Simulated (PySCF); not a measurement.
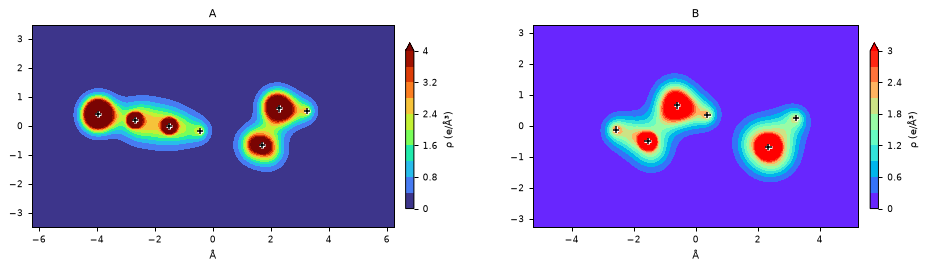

The electron density of 2 systems, each on a plane through atoms (crosses mark nuclei in the plane).

All numbers below come from wB97M-D3(BJ)/def2-TZVPD, SCF density, gas phase in PySCF.

System 1: CH6N···HCl (SMILES C[NH3+].Cl) (charge +1), the plane of atoms C1, N2 and H6. Geometry: PBE0-D3(BJ)/def2-SVPD.

```xyz
10

C     0.7564    0.1665   -0.1721
N    -0.6039    0.1498    0.4336
H     1.5002    0.0211    0.6175
H     0.8205   -0.6423   -0.9070
H     0.9083    1.1336   -0.6617
H    -1.3401    0.2795   -0.2897
H    -0.7957   -0.7369    0.9100
H    -0.7198    0.8971    1.1252
Cl   -2.6239    0.5932   -2.0741
H    -3.8470    0.5121   -1.6574
```

System 2: C2HF···H3NO, the plane of atoms N6, O5 and H7. Geometry: PBE0-D3(BJ)/def2-SVPD.

```xyz
9

C     0.3886   -0.3563    0.0026
C     0.7839   -0.8049   -1.0427
F     1.2029   -1.2823   -2.1501
H     0.0345    0.0418    0.9448
O    -0.9912    2.0718    2.6198
N    -0.6694    0.7375    2.8913
H    -1.3327    2.4857    3.4221
H    -1.5042    0.2541    3.2207
H     0.0359    0.7080    3.6263
```

Question: Match each panel to its system.

Answer: Panel A is system 2, C2HF···H3NO: the plane holds C, F, H, O and N. N6···H4 (2.18 Å): the density falls to about 0.12 e/Å³ on the way. Panel B is system 1, CH6N···HCl: the plane holds C, N, H and Cl. Cl9···H6 (2.22 Å): the density falls to about 0.16 e/Å³ on the way (a closed-shell contact with the geometry of a hydrogen bond).
